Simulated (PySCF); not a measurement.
Molecule: C5H15O2Si (cation, charge +1), SMILES CCO[SiH](C)[OH+]CC. Atoms near the plane z = 0.0 Å, at the GFN2-xTB optimised geometry (x, y, z in Å): C1 (-1.1, 2.6, 0.4), C2 (-0.3, 1.5, 1.0), O3 (-0.1, 0.5, 0.0), Si4 (0.6, -1.0, 0.0), C5 (-0.3, -2.4, 0.9), H10 (-0.5, 3.0, -0.5), H11 (-2.0, 2.2, 0.0), H14 (2.0, -1.0, 0.0), H15 (0.0, -3.4, 0.6), H16 (-1.4, -2.3, 0.7).

Method: PBE0/def2-SVP (PySCF 2.14.0). Cells within 0.4 Å of a nucleus heavier than hydrogen are left out (blank, or x). The values are rescaled to run from 0 to 1.

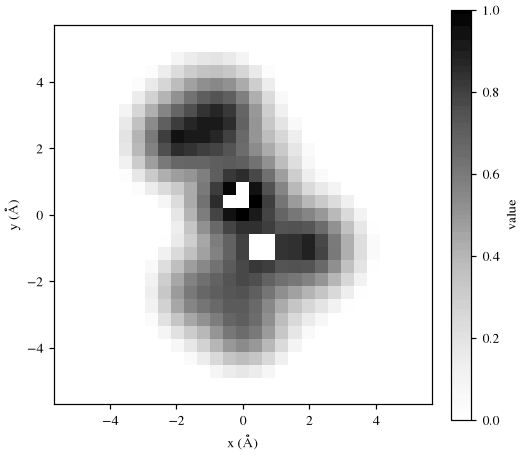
Fig. 1. a field on the plane z = 0.0 Å.

### Question
Which quantity is mapped?
A) log10 of the electron density
B) electron localisation function
C) an orbital amplitude
D) deformation density (molecule minus spherical neutral atoms)

### Answer
A, log10 of the electron density. In full: log10 of the electron density (e/bohr³), floored at −4.
